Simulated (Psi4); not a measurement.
# BHLYP/def2-TZVP run of AlH3S (SMILES [AlH2][SH])

What is the vertical singlet–triplet gap of AlH3S at BHLYP/def2-TZVP? The job is set up through a Python script.

The calculation is run with Psi4 1.11.

1 further run of the same task is left out (set aside as unsound or not needed).

### 1 The system as given

AlH3S has 5 atoms, charge 0, and is taken as a singlet. As SMILES, `[AlH2][SH]`. The coordinates come from a PBE0-D4/def2-TZVP relaxation.

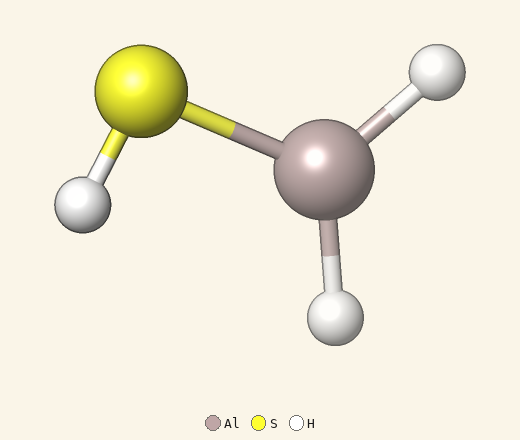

Viewed from a chosen angle; aluminium light grey, sulfur yellow, hydrogen white.

### 2 Energy and forces at BHLYP/def2-TZVP

run.py

```python
import psi4

psi4.set_memory('1600 MB')
psi4.set_num_threads(1)
psi4.core.set_output_file('output.dat', False)

geom = psi4.geometry("""
0 1
Al    -1.16426027    -0.12132042    -0.34336324
S      2.13368977    -0.64836503     2.07227367
H     -3.74487026    -1.22851095     0.66348284
H     -0.83355819     1.31524938    -2.94116974
H      3.70329629     0.54386318     0.47054181
units bohr
symmetry c1
no_reorient
no_com
""")

options = {'basis': 'def2-TZVP', 'puream': True, 'e_convergence': 1e-09, 'd_convergence': 1e-08, 'scf_type': 'pk', 'dft_radial_points': 99, 'dft_spherical_points': 590}
psi4.set_options(options)

energy_value = psi4.gradient('BHHLYP', molecule=geom)
print('gradient / Eh bohr^-1')
print(energy_value.np.round(6))
for k, v in sorted(psi4.core.scalar_variables().items()):
    print(f'{k:45s} {v:18.10f}')
```

Started as:

```sh
python run.py
```

output.dat:

```text
[...]
  Running in c1 symmetry.
[...]
  Nuclear repulsion =   73.814899680884807
[...]
  Multiplicity = 1
[...]
  Nalpha       = 16
  Nbeta        = 16
[...]
    Number of basis functions: 92
[...]
   @RKS iter   1:  -642.41780661623625   -4.54155e-01   4.35354e-03 ADIIS/DIIS
[...]
   @RKS iter  10:  -642.46960856794078   -1.50067e-11   8.70978e-09 DIIS
[...]
    Orbital Energies [Eh]
    ---------------------
    Doubly Occupied:
       1A    -90.037447     2A    -56.982271     3A     -8.321754
       4A     -6.178484     5A     -6.175554     6A     -6.174388
       7A     -4.441208     8A     -2.907945     9A     -2.903332
      10A     -2.901758    11A     -0.818558    12A     -0.495355
      13A     -0.455203    14A     -0.370176    15A     -0.358631
      16A     -0.325437
[...]
  @RKS Final Energy:  -642.46960856794078
   => Energetics <=
    Nuclear Repulsion Energy =             73.8148996808848068
    One-Electron Energy =               -1036.1649552519795634
    Two-Electron Energy =                 343.2401467130711126
    DFT Exchange-Correlation Energy =     -23.3596997099172512
    Empirical Dispersion Energy =           0.0000000000000000
    VV10 Nonlocal Energy =                  0.0000000000000000
    Total Energy =                       -642.4696085679408952
[...]
 Multipole Moments:
 ------------------------------------------------------------------------------------
     Multipole            Electronic (a.u.)      Nuclear  (a.u.)        Total (a.u.)
 ------------------------------------------------------------------------------------
 L = 1.  Multiply by 2.5417464519 to convert [e a0] to [Debye]
 Dipole X            :        -18.1674606           18.1285207           -0.0389399
 Dipole Y            :         11.5034236          -11.3204043            0.1830192
 Dipole Z            :        -27.2509682           26.8855115           -0.3654567
 Magnitude           :                                                    0.4105739
[...]
  -Total Gradient:
     Atom            X                  Y                   Z
    ------   -----------------  -----------------  -----------------
       1        0.002302306148     0.000044313773     0.000909504034
       2       -0.002125162490    -0.003071387969     0.004945021241
       3       -0.003431642173    -0.001685795263     0.001742688218
       4        0.000711340440     0.002100215119    -0.003703499400
       5        0.002543078356     0.002612661703    -0.003893762090
[...]
```

Standard output:

```text
gradient / Eh bohr^-1
[[ 2.302e-03  4.400e-05  9.100e-04]
 [-2.125e-03 -3.071e-03  4.945e-03]
 [-3.432e-03 -1.686e-03  1.743e-03]
 [ 7.110e-04  2.100e-03 -3.703e-03]
 [ 2.543e-03  2.613e-03 -3.894e-03]]
CURRENT ENERGY                                   -642.4696085679
CURRENT REFERENCE ENERGY                         -642.4696085679
DD SOLVATION ENERGY                                 0.0000000000
DFT FUNCTIONAL TOTAL ENERGY                      -642.4696085679
DFT TOTAL ENERGY                                 -642.4696085679
DFT VV10 ENERGY                                     0.0000000000
DFT XC ENERGY                                     -23.3596997099
GRID ELECTRONS ALPHA                               15.9999999272
GRID ELECTRONS BETA                                15.9999999272
GRID ELECTRONS TOTAL                               31.9999998544
NUCLEAR REPULSION ENERGY                           73.8148996809
ONE-ELECTRON ENERGY                             -1036.1649552520
PCM POLARIZATION ENERGY                             0.0000000000
PE ENERGY                                           0.0000000000
SCF ITERATION ENERGY                             -642.4696085679
SCF ITERATIONS                                     10.0000000000
SCF TOTAL ENERGY                                 -642.4696085679
TWO-ELECTRON ENERGY                               343.2401467131
XC GRID RADIAL POINTS                              99.0000000000
XC GRID SPHERICAL POINTS                          590.0000000000
XC GRID TOTAL POINTS                           279100.0000000000
```

Run time: 15 s. Hardware: 1 thread of Intel Xeon Platinum 8375C at 2.90GHz (Ice Lake), shared host; peak memory 0.67 GiB.

### 3 The triplet at the same level

run.py

```python
import psi4

psi4.set_memory(1600000000)
psi4.set_num_threads(1)
psi4.core.set_output_file('psi4.out', False)

geom = psi4.geometry("""
0 3
Al    -0.616100    -0.064200    -0.181700
S      1.129100    -0.343100     1.096600
H     -1.981700    -0.650100     0.351100
H     -0.441100     0.696000    -1.556400
H      1.959700     0.287800     0.249000
symmetry c1
""")

options = {'basis': 'def2-TZVP', 'reference': 'uks', 'puream': True, 'e_convergence': 1e-09, 'd_convergence': 1e-08, 'scf_type': 'pk', 'dft_radial_points': 99, 'dft_spherical_points': 590, 'maxiter': 200}
psi4.set_options(options)

energy_value, wavefunction = psi4.gradient('BHHLYP', molecule=geom, return_wfn=True)
print('gradient / Eh bohr^-1')
print(energy_value.np.round(6))
print(f'energy = {wavefunction.energy():.10f} Eh')
for k, v in sorted(psi4.core.scalar_variables().items()):
    print(f'{k:45s} {v:18.10f}')
```

Started as:

```sh
python run.py
```

psi4.out:

```text
[...]
  Running in c1 symmetry.
[...]
  Nuclear repulsion =   73.814899731463512
[...]
  Multiplicity = 3
[...]
  Nalpha       = 17
  Nbeta        = 15
[...]
    Number of basis functions: 92
[...]
   @UKS iter   1:  -642.22701868656964   -2.63367e-01   3.79113e-03 DIIS/ADIIS
[...]
   @UKS iter  12:  -642.28316525568300   -8.98126e-12   7.99402e-09 DIIS
[...]
   @S^2 Observed:                2.012683406E+00
[...]
    Orbital Energies [Eh]
    ---------------------
    Alpha Occupied:
       1A    -90.177433     2A    -56.929504     3A     -8.458807
       4A     -6.326082     5A     -6.312006     6A     -6.307965
       7A     -4.393303     8A     -2.861210     9A     -2.857390
      10A     -2.853339    11A     -0.949414    12A     -0.575035
      13A     -0.506015    14A     -0.481899    15A     -0.395476
      16A     -0.331927    17A     -0.140016
    Alpha Virtual:
      18A     -0.012665    19A      0.018752    20A      0.090076
      21A      0.099838    22A      0.132854    23A      0.159189
      24A      0.159274    25A      0.165477    26A      0.174361
[...]
  @UKS Final Energy:  -642.28316525568300
   => Energetics <=
    Nuclear Repulsion Energy =             73.8148997314635125
    One-Electron Energy =               -1034.5977280789593351
    Two-Electron Energy =                 341.8214330277235149
    DFT Exchange-Correlation Energy =     -23.3217699359106305
    Empirical Dispersion Energy =           0.0000000000000000
    VV10 Nonlocal Energy =                  0.0000000000000000
    Total Energy =                       -642.2831652556830022
[...]
 Multipole Moments:
 ------------------------------------------------------------------------------------
     Multipole            Electronic (a.u.)      Nuclear  (a.u.)        Total (a.u.)
 ------------------------------------------------------------------------------------
 L = 1.  Multiply by 2.5417464519 to convert [e a0] to [Debye]
 Dipole X            :          2.3413775           -0.4192212            1.9221563
 Dipole Y            :         -0.8166897            0.7446734           -0.0720163
 Dipole Z            :          2.5586925           -1.5994045            0.9592880
 Magnitude           :                                                    2.1494429
[...]
  -Total Gradient:
     Atom            X                  Y                   Z
    ------   -----------------  -----------------  -----------------
       1        0.062218891894    -0.008413998503     0.042639117559
       2       -0.045782625927     0.004936222390    -0.028989641321
       3       -0.007648095083     0.000954077975    -0.005084601681
       4       -0.008077433924     0.001230163783    -0.005793983969
       5       -0.000710987239     0.001293524807    -0.002770979230
[...]
```

Standard output:

```text
gradient / Eh bohr^-1
[[ 0.062219 -0.008414  0.042639]
 [-0.045783  0.004936 -0.02899 ]
 [-0.007648  0.000954 -0.005085]
 [-0.008077  0.00123  -0.005794]
 [-0.000711  0.001294 -0.002771]]
energy = -642.2831652557 Eh
CURRENT ENERGY                                   -642.2831652557
CURRENT REFERENCE ENERGY                         -642.2831652557
DD SOLVATION ENERGY                                 0.0000000000
DFT FUNCTIONAL TOTAL ENERGY                      -642.2831652557
DFT TOTAL ENERGY                                 -642.2831652557
DFT VV10 ENERGY                                     0.0000000000
DFT XC ENERGY                                     -23.3217699359
GRID ELECTRONS ALPHA                               16.9999998309
GRID ELECTRONS BETA                                15.0000000198
GRID ELECTRONS TOTAL                               31.9999998508
NUCLEAR REPULSION ENERGY                           73.8148997315
ONE-ELECTRON ENERGY                             -1034.5977280790
PCM POLARIZATION ENERGY                             0.0000000000
PE ENERGY                                           0.0000000000
SCF ITERATION ENERGY                             -642.2831652557
SCF ITERATIONS                                     12.0000000000
SCF TOTAL ENERGY                                 -642.2831652557
TWO-ELECTRON ENERGY                               341.8214330277
XC GRID RADIAL POINTS                              99.0000000000
XC GRID SPHERICAL POINTS                          590.0000000000
XC GRID TOTAL POINTS                           279101.0000000000
```

It took 23 s on 1 thread of Intel Xeon Platinum 8375C at 2.90GHz (Ice Lake), shared host; peak memory 0.68 GiB.

### 4 Summary of results

At BHLYP/def2-TZVP:

| quantity | value |
| --- | --- |
| singlet: total energy | -642.46961 Eh |
| singlet: dipole moment | 1.04 D |
| singlet: HOMO energy | -8.86 eV |
| singlet: LUMO energy | -0.64 eV |
| singlet: HOMO–LUMO gap | 8.22 eV |
| singlet: largest force on an atom | 0.319 eV/Å |
| triplet: total energy | -642.28317 Eh |
| triplet: dipole moment | 5.46 D |
| triplet: HOMO energy (highest over α and β) | -3.81 eV |
| triplet: ⟨S²⟩ | 2.013 |
| triplet: largest force on an atom | 3.903 eV/Å |
| vertical energy of the triplet above the singlet | 5.073 eV |

At this shape the triplet lies 5.07 eV (117 kcal/mol) above the singlet. The largest force (singlet) is 0.32 eV/Å: the shape isn't a stationary point for this species at this level.
